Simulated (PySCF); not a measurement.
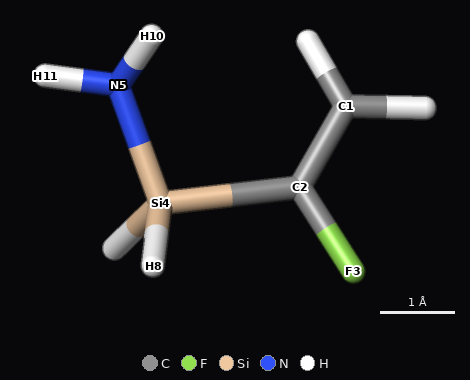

The structure as given in the input (stick view, seen at a tilt; atoms are numbered from 1 in the order of the input).

## Geometry relaxation, with input and output: C$_{2}$H$_{6}$FNSi

C$_{2}$H$_{6}$FNSi, SMILES C=C(F)[SiH2]N, computed with PBE0-D3(BJ)/def2-SVP geometry optimisation, gas phase (PySCF 2.14.0).

The program's output:
```
step   0  E = -523.25516029  max force = 0.037474
step   1  E = -523.25990264  max force = 0.014494
step   2  E = -523.26156725  max force = 0.007215
step   3  E = -523.26222610  max force = 0.004800
step   4  E = -523.26227205  max force = 0.003808
step   5  E = -523.26242952  max force = 0.002201
step   6  E = -523.26249166  max force = 0.000917
step   7  E = -523.26258303  max force = 0.001452
step   8  E = -523.26265550  max force = 0.002376
step   9  E = -523.26269076  max force = 0.001914
step  10  E = -523.26271527  max force = 0.000668
step  11  E = -523.26272559  max force = 0.000326
optimisation converged
```

Trajectory as extended XYZ (Å, eV, eV/Å), 10 of the 12 frames kept, from step=0 to step=11:
```
11
Properties=species:S:1:pos:R:3:forces:R:3 step=0 energy=-14238.49815
C    -1.6050   -0.8196   -0.2838   -1.2004   1.9054  -0.3212
C    -1.0417    0.3835   -0.3196    0.1836   1.0837  -0.1753
F    -1.8386    1.4800   -0.5479    0.5824  -0.7331   0.1611
Si    0.8337    0.8110   -0.1191   -1.8469  -0.6386   0.6357
N     1.5034   -0.6231    0.5320   -0.2333  -0.5703   0.6287
H    -1.0421   -1.6727   -0.1262    1.4086  -1.9270   0.3432
H    -2.6776   -0.9167   -0.4300   -0.2642  -0.0356  -0.0139
H     0.8865    2.0372    0.6924    0.0813   0.4429   0.2144
H     1.4360    1.0142   -1.3971    0.6012   0.3738  -1.1589
H     1.0832   -1.0505    1.3603    0.0259   0.2336  -0.2600
H     2.5003   -0.6689    0.6234    0.6618  -0.1348  -0.0538
11
Properties=species:S:1:pos:R:3:forces:R:3 step=1 energy=-14238.62720
C    -1.7697   -0.4727   -0.3977    0.0969  -0.7453   0.0646
C    -0.9861    0.5950   -0.3767    0.7448  -0.0682   0.2215
F    -1.4387    1.8356   -0.5778   -0.3153   0.2083  -0.0926
Si    0.8842    0.5578   -0.0642   -0.0453   0.5077  -0.2525
N     1.3894   -0.9449    0.6391   -0.2599   0.0936   0.0645
H    -1.2528   -1.4378   -0.2363   -0.4263   0.3029  -0.0687
H    -2.8476   -0.4475   -0.5755   -0.0028   0.0261  -0.0084
H     1.1342    1.7957    0.7462    0.0517  -0.0509   0.0607
H     1.5730    0.7704   -1.3799    0.0738  -0.1540   0.1458
H     0.9745   -1.1683    1.5422    0.0836  -0.0391  -0.0843
H     2.3892   -1.1175    0.6722   -0.0012  -0.0813  -0.0506
11
Properties=species:S:1:pos:R:3:forces:R:3 step=2 energy=-14238.67250
C    -1.7526   -0.4925   -0.3847    0.0370  -0.3233   0.0601
C    -0.9518    0.5738   -0.3688   -0.1640  -0.3710   0.0308
F    -1.5019    1.7757   -0.6021    0.0979   0.3139  -0.0408
Si    0.9124    0.6034   -0.0614    0.0023   0.1676  -0.0735
N     1.3852   -0.9159    0.6243   -0.0959   0.0576   0.0625
H    -1.3777   -1.5069   -0.2118    0.1642   0.2042  -0.0069
H    -2.8229   -0.3868   -0.5790   -0.0437   0.0953  -0.0098
H     1.1718    1.8262    0.7687   -0.0175  -0.0210   0.0039
H     1.6441    0.7823   -1.3521    0.0174  -0.0338   0.0351
H     0.9658   -1.1630    1.5164    0.0300  -0.0382  -0.0129
H     2.3774   -1.1306    0.6422   -0.0278  -0.0512  -0.0485
11
Properties=species:S:1:pos:R:3:forces:R:3 step=4 energy=-14238.69168
C    -1.7238   -0.4956   -0.3648    0.1511  -0.0567   0.0462
C    -0.9535    0.5906   -0.3729   -0.1958   0.1893  -0.1001
F    -1.5041    1.7939   -0.6310    0.0544   0.0372   0.0149
Si    0.9063    0.6326   -0.0630    0.0091  -0.0756   0.0075
N     1.3212   -0.9087    0.6135    0.0199   0.0489   0.0552
H    -1.2340   -1.4498   -0.1735   -0.0821  -0.1432   0.0080
H    -2.8018   -0.4540   -0.5497    0.0609   0.0119   0.0043
H     1.1801    1.8448    0.7749   -0.0201  -0.0039   0.0038
H     1.6672    0.7800   -1.3383    0.0107   0.0158  -0.0030
H     0.8979   -1.1707    1.4986    0.0103   0.0023   0.0055
H     2.2940   -1.1972    0.5980   -0.0185  -0.0259  -0.0423
11
Properties=species:S:1:pos:R:3:forces:R:3 step=5 energy=-14238.69596
C    -1.7187   -0.4979   -0.3646   -0.0022  -0.0526   0.0134
C    -0.9549    0.5925   -0.3762    0.0195   0.1132  -0.0419
F    -1.5026    1.7966   -0.6347    0.0104  -0.0284   0.0109
Si    0.9059    0.6329   -0.0617   -0.0062  -0.0678  -0.0040
N     1.3237   -0.9065    0.6179   -0.0003   0.0579   0.0467
H    -1.2509   -1.4651   -0.1735   -0.0148  -0.0103   0.0038
H    -2.7948   -0.4452   -0.5515   -0.0037  -0.0039  -0.0029
H     1.1748    1.8463    0.7753   -0.0115  -0.0005   0.0110
H     1.6681    0.7830   -1.3366    0.0099   0.0058   0.0077
H     0.9052   -1.1682    1.5055    0.0141   0.0057  -0.0039
H     2.2938   -1.2025    0.5919   -0.0151  -0.0189  -0.0409
11
Properties=species:S:1:pos:R:3:forces:R:3 step=6 energy=-14238.69765
C    -1.7156   -0.4980   -0.3645   -0.0242  -0.0061  -0.0011
C    -0.9547    0.5952   -0.3817    0.0404   0.0348  -0.0086
F    -1.5038    1.7970   -0.6446    0.0010  -0.0293  -0.0015
Si    0.9050    0.6346   -0.0590   -0.0059  -0.0472  -0.0081
N     1.3213   -0.9028    0.6232   -0.0037   0.0419   0.0386
H    -1.2522   -1.4663   -0.1658    0.0035   0.0197  -0.0037
H    -2.7910   -0.4448   -0.5552   -0.0130  -0.0101   0.0008
H     1.1700    1.8479    0.7793   -0.0094   0.0002   0.0108
H     1.6740    0.7838   -1.3301    0.0077   0.0037   0.0073
H     0.9120   -1.1641    1.5147    0.0147   0.0044   0.0005
H     2.2846   -1.2166    0.5754   -0.0113  -0.0121  -0.0351
11
Properties=species:S:1:pos:R:3:forces:R:3 step=7 energy=-14238.70014
C    -1.7133   -0.4960   -0.3661   -0.0322   0.0414  -0.0177
C    -0.9551    0.6001   -0.3925    0.0463  -0.0746   0.0200
F    -1.5050    1.7968   -0.6691   -0.0072   0.0018  -0.0072
Si    0.9019    0.6359   -0.0520   -0.0004   0.0069  -0.0186
N     1.3184   -0.8952    0.6375   -0.0141   0.0062   0.0270
H    -1.2509   -1.4625   -0.1564    0.0129   0.0363   0.0015
H    -2.7881   -0.4455   -0.5618   -0.0133  -0.0144  -0.0012
H     1.1587    1.8499    0.7883   -0.0082  -0.0020   0.0081
H     1.6844    0.7821   -1.3151    0.0030   0.0004   0.0046
H     0.9340   -1.1543    1.5398    0.0140   0.0015   0.0076
H     2.2643   -1.2457    0.5390   -0.0010  -0.0034  -0.0241
11
Properties=species:S:1:pos:R:3:forces:R:3 step=9 energy=-14238.70307
C    -1.7181   -0.4873   -0.3741   -0.0112   0.0399  -0.0148
C    -0.9549    0.6051   -0.4138    0.0092  -0.0984   0.0237
F    -1.4942    1.7962   -0.7297    0.0011   0.0342  -0.0111
Si    0.8947    0.6360   -0.0335    0.0075   0.0484  -0.0141
N     1.3192   -0.8822    0.6708   -0.0146  -0.0266   0.0078
H    -1.2563   -1.4451   -0.1280    0.0039   0.0080   0.0056
H    -2.7895   -0.4450   -0.5902    0.0002  -0.0032  -0.0028
H     1.1314    1.8494    0.8130   -0.0028  -0.0081   0.0051
H     1.7005    0.7781   -1.2823   -0.0068  -0.0003  -0.0032
H     1.0028   -1.1333    1.6002    0.0076   0.0035   0.0068
H     2.2141   -1.3061    0.4595    0.0059   0.0027  -0.0031
11
Properties=species:S:1:pos:R:3:forces:R:3 step=10 energy=-14238.70373
C    -1.7253   -0.4815   -0.3796    0.0008   0.0063   0.0015
C    -0.9536    0.6041   -0.4199   -0.0090  -0.0344   0.0093
F    -1.4804    1.7972   -0.7534    0.0082   0.0190  -0.0116
Si    0.8928    0.6333   -0.0254    0.0075   0.0251   0.0020
N     1.3231   -0.8814    0.6827   -0.0099  -0.0181  -0.0092
H    -1.2707   -1.4374   -0.1143   -0.0017  -0.0061  -0.0022
H    -2.7937   -0.4377   -0.6100    0.0035   0.0060   0.0003
H     1.1226    1.8442    0.8259   -0.0002  -0.0050   0.0034
H     1.7010    0.7771   -1.2724   -0.0053   0.0010  -0.0028
H     1.0344   -1.1274    1.6222    0.0045   0.0056   0.0042
H     2.1993   -1.3245    0.4358    0.0015   0.0006   0.0050
11
Properties=species:S:1:pos:R:3:forces:R:3 step=11 energy=-14238.70402
C    -1.7305   -0.4766   -0.3827    0.0012  -0.0076   0.0071
C    -0.9517    0.6036   -0.4217   -0.0058   0.0042  -0.0093
F    -1.4680    1.7990   -0.7664    0.0053   0.0032   0.0002
Si    0.8930    0.6305   -0.0206    0.0038   0.0031   0.0072
N     1.3242   -0.8842    0.6877   -0.0072  -0.0099  -0.0168
H    -1.2835   -1.4343   -0.1109   -0.0027  -0.0042   0.0023
H    -2.7970   -0.4273   -0.6204    0.0028   0.0071  -0.0027
H     1.1211    1.8388    0.8344    0.0004  -0.0019   0.0017
H     1.6999    0.7760   -1.2680   -0.0005   0.0020  -0.0005
H     1.0485   -1.1258    1.6321    0.0023   0.0050   0.0035
H     2.1934   -1.3337    0.4281    0.0004  -0.0010   0.0073
```

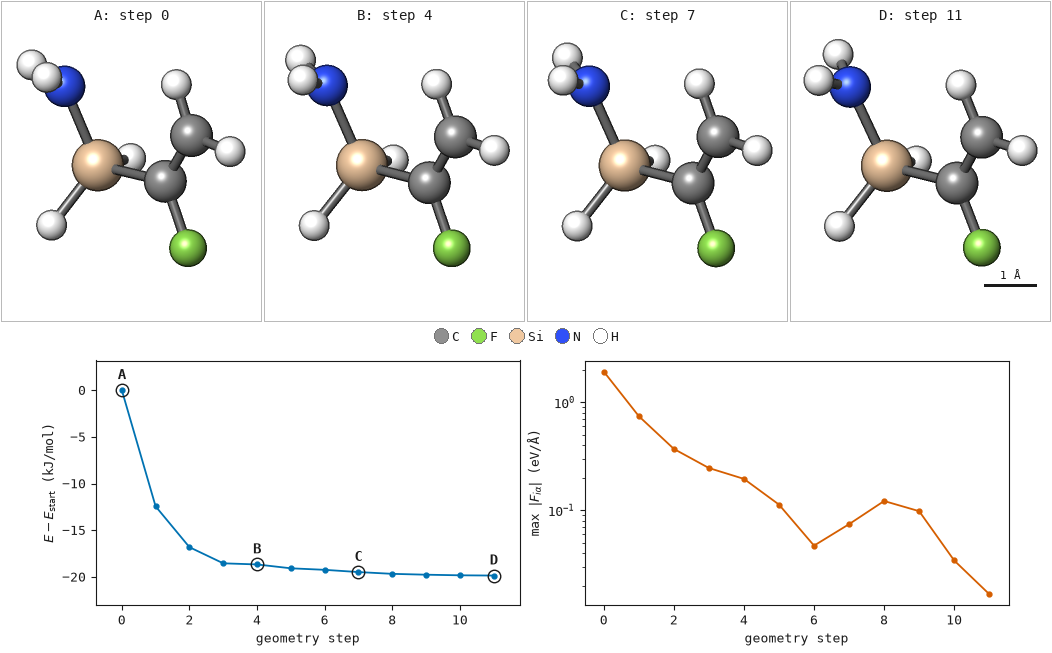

Frames of the relaxation (ball-and-stick view, seen at a tilt) above the curves, on which the letters mark them (steps are counted from 0).

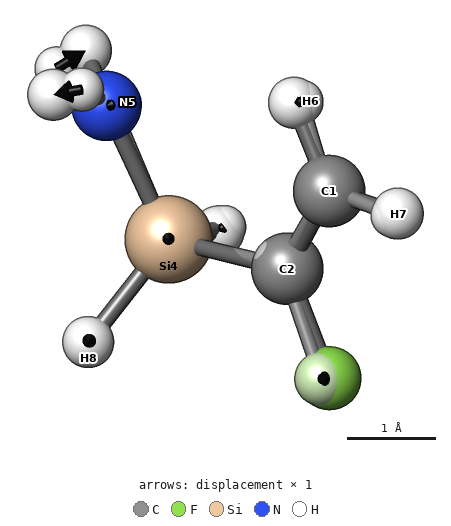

Start (faint) and end (solid) with the displacements as black arrows, at true length (ball-and-stick view, seen at a tilt). The two geometries are laid on each other by the best rigid fit. Over 11 geometry steps the energy falls by 19.9 kJ/mol. The largest force component goes from 1.9 to 0.017 eV/Å. The largest move after the best rigid fit is that of H11, 0.40 Å. Largest moves by element: H 0.40 Å, F 0.14 Å, Si 0.10 Å, N 0.08 Å, C 0.07 Å. Among the contacts that change: Si4–H9 1.427 → 1.493 Å, C1–H6 1.034 → 1.091 Å, C2–Si4 1.934 → 1.888 Å, C2–F3 1.375 → 1.347 Å. Among the angles that change: C2–Si4–N5 103.5° → 108.6°, H10–N5–H11 108.4° → 111.5°, C2–C1–H6 121.3° → 118.6°. (Atoms are counted from 1 in the order of the input.)

This output came from the following input.

The input:
```
{"job": {"xc": "PBE0", "basis": "def2-SVP", "d3": "d3bj", "grid": 1, "shake": 0.01, "kind": "geom"}, "charge": 0, "multiplicity": 1}
C     -1.604990    -0.819650    -0.283830
C     -1.041720     0.383500    -0.319640
F     -1.838610     1.479990    -0.547860
Si     0.833740     0.811000    -0.119100
N      1.503380    -0.623120     0.531990
H     -1.042090    -1.672710    -0.126150
H     -2.677580    -0.916740    -0.430020
H      0.886460     2.037160     0.692390
H      1.436000     1.014150    -1.397090
H      1.083240    -1.050490     1.360280
H      2.500290    -0.668920     0.623370
```

The first line tells a small driver script what to run in PySCF; the rest is the geometry in Å.

Launched with:
```bash
OMP_NUM_THREADS=1 python <driver script> task.json out
```

Summary:

- outcome: converged
- total energy: −523.262726 hartree
- dipole moment: 2.68 D
- point group: C1
- hardware: 1 CPU thread, shared host
- wall time: 39 s
- peak memory: 0.42 GiB
